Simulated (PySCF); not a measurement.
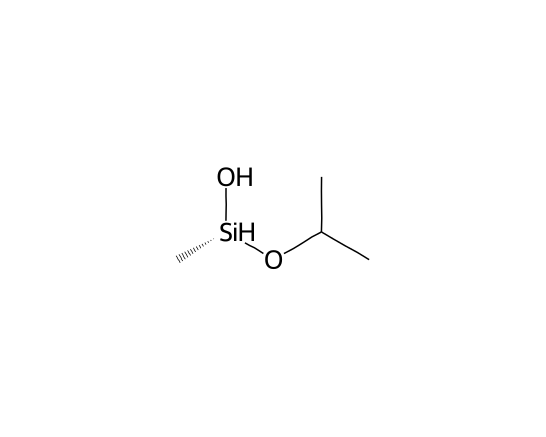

The geometry was computed by an optimisation with GFN2-xTB. No frequency run is at hand to confirm it as a minimum. Method: PBE0/pcSseg-1, gas phase (PySCF 2.14.0).

### Estimate the HOMO energy (Kohn–Sham orbital).

−7.80 eV.

### Estimate the HOMO–LUMO gap.

9.05 eV.

### Estimate the dipole moment.

1.66 D.

The geometry is semi-empirical. Around Si such bond lengths and angles can be off by a tenth of an ångström or more and by several degrees, and values that hang on the shape move with them.
